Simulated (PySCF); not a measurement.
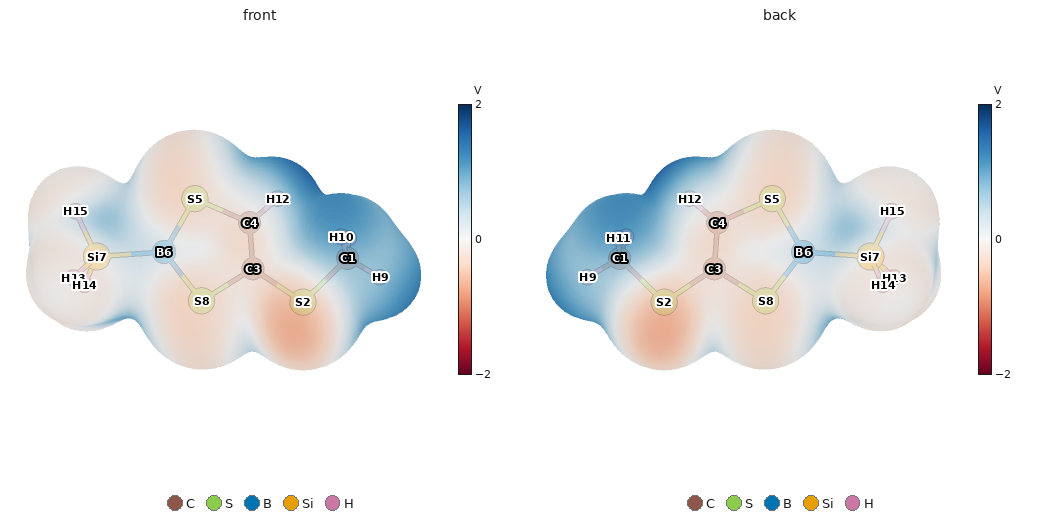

Figure. C3H7BS3Si (SMILES CSC1=CSB([SiH3])S1). The molecular electrostatic potential painted on the density surface at 0.002 e/bohr³, seen from the front and from behind; red is negative and blue positive.

Geometry: GFN2-xTB.

These are results of PBE0/def2-SVPD, SCF density, gas phase (PySCF), not measurements.

```xyz
15

C    -3.5461   -0.1853   -0.0981
S    -2.2491   -0.1599   -1.3674
C    -0.7862   -0.0499   -0.4043
C    -0.6840    0.0034    0.9311
S     0.9146    0.1071    1.6228
B     1.8089    0.0944    0.0762
Si    3.7701    0.1789   -0.0574
S     0.7082   -0.0069   -1.3329
H    -4.4832   -0.2572   -0.6404
H    -3.5198    0.7356    0.4770
H    -3.4185   -1.0533    0.5414
H    -1.4997   -0.0110    1.6281
H     4.2332    1.3945   -0.7384
H     4.3330   -0.9516   -0.8058
H     4.4145    0.1691    1.2612
```

### Describe the electrostatic potential map.

The most negative region (about −0.7 V) lies over S2, the most positive (about +1.5 V) over H12.

### How polar is the molecule by this calculation?

Its dipole moment is 3.29 D.
